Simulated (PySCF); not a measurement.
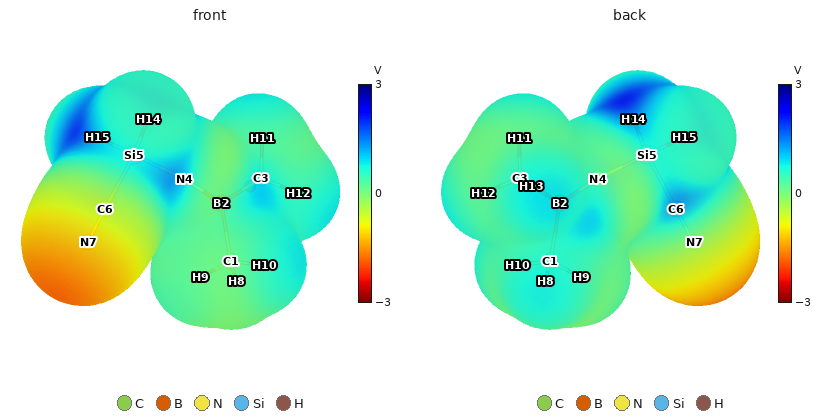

*C3H8BN2Si (doublet). The molecular electrostatic potential painted on the density surface at 0.002 e/bohr³, seen from the front and from behind; the colour scale runs from red (negative) to blue (positive).*

Geometry: GFN2-xTB.

All numbers below come from UKS B3LYP, pcH-1 on B C H N Si, non-relativistic, mean-field spin-orbit, GIAO (PySCF).

```xyz
15

C    -1.0195   -1.4555   -0.5916
B    -0.7296    0.0924   -0.2235
C    -2.0455    1.0204   -0.1564
N     0.4949    0.5413    0.0152
Si    2.1087    0.9083    0.2874
C     2.9963   -0.7457    0.1304
N     3.5279   -1.7544    0.0357
H    -1.8139   -1.8461    0.0365
H    -0.1290   -2.0610   -0.4643
H    -1.3405   -1.5151   -1.6273
H    -1.7942    2.0682   -0.2805
H    -2.7677    0.7339   -0.9136
H    -2.5060    0.8909    0.8192
H     2.6668    1.7669   -0.7590
H     2.3471    1.3634    1.6585
```

> Describe the electrostatic potential map.

The most negative region (about −1.8 V, or −42 kcal/mol for a unit charge) lies over N7, the most positive (about +2.0 V, or +46 kcal/mol for a unit charge) over Si5. N7 is the likeliest acceptor of a hydrogen bond.
